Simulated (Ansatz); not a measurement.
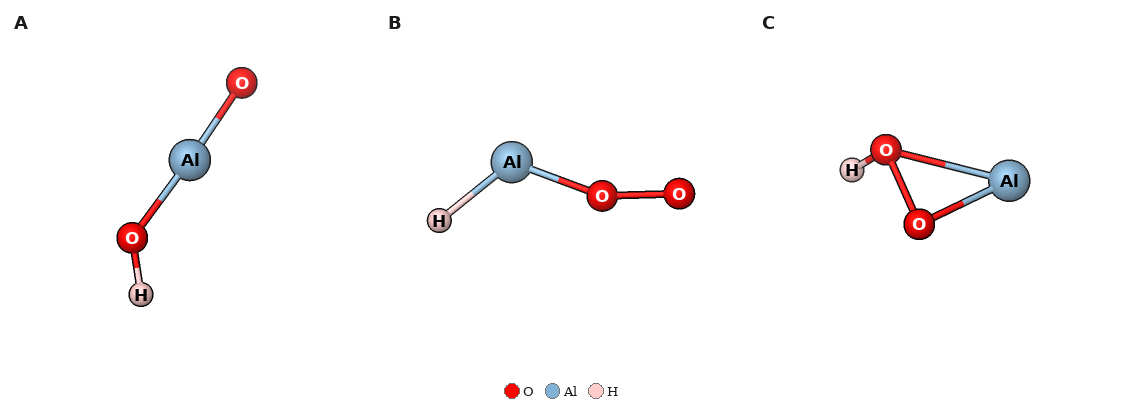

3 stationary structures of one formula. Geometries: PBE0-D4/def2-TZVP. Electronic energies: RHF-CCSD(T) (frozen core)/def2-TZVPP (Ansatz 0.2.0), without zero-point energy. No frequency run is at hand to confirm each as a minimum.

**Which structure is the most stable?**

A is lowest; C lies 289.9 kJ/mol above it (C1), B lies 537.6 kJ/mol above it.
